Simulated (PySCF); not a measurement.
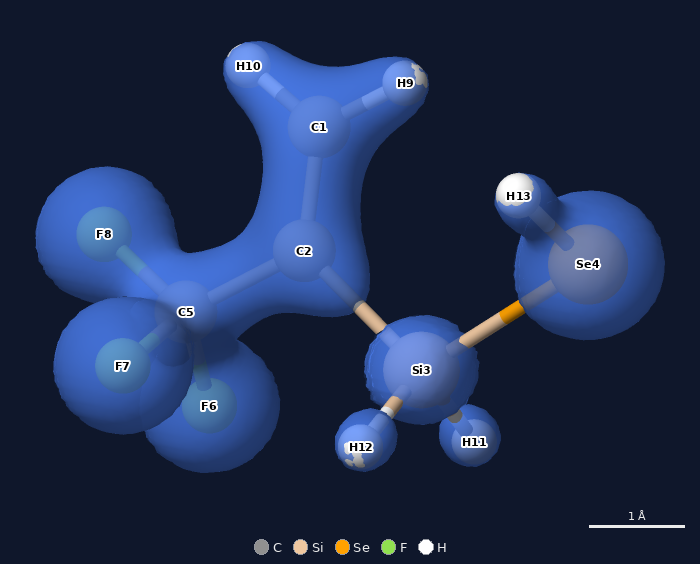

Figure 1: C₃H₅F₃SeSi (SMILES C=C([SiH2][SeH])C(F)(F)F). Isosurface of the total electron density at 1 e/Å³ (blue), seen at a tilt.

Geometry: GFN2-xTB.

Theory: wB97X-D/def2-SVPD, SCF density, gas phase (PySCF 2.14.0).

```yaml
atoms:
  - { symbol: C, position_ang: [-0.5139, -0.0356, 1.5136] }
  - { symbol: C, position_ang: [-0.3860, 0.0439, 0.1988] }
  - { symbol: Si, position_ang: [1.2011, 0.3580, -0.7851] }
  - { symbol: Se, position_ang: [2.9663, 0.3215, 0.6540] }
  - { symbol: C, position_ang: [-1.5713, -0.1010, -0.6932] }
  - { symbol: F, position_ang: [-1.6784, 0.9363, -1.5467] }
  - { symbol: F, position_ang: [-1.4751, -1.2008, -1.4673] }
  - { symbol: F, position_ang: [-2.7452, -0.1904, -0.0567] }
  - { symbol: H, position_ang: [0.3466, 0.0683, 2.1551] }
  - { symbol: H, position_ang: [-1.4635, -0.1999, 1.9989] }
  - { symbol: H, position_ang: [1.1838, 1.7094, -1.3274] }
  - { symbol: H, position_ang: [1.3538, -0.6887, -1.7913] }
  - { symbol: H, position_ang: [2.7775, -1.0205, 1.1296] }
```

### Which contacts does the surface bridge?

At this value the surface falls into five separate pieces. It bridges the sampled C–C (1.32 Å) and C–F (1.34 Å) contacts, where the density stays above the isovalue. It is pinched off along the sampled C–Si (1.89 Å) and Si–Se (2.28 Å) contacts. On the grid the lowest density along these lines, outside the cores, is 2.3 e/Å³ (C–C, 1.32 Å), 1.9 e/Å³ (C–F, 1.34 Å), 0.77 e/Å³ (C–Si, 1.89 Å) and 0.59 e/Å³ (Si–Se, 2.28 Å).
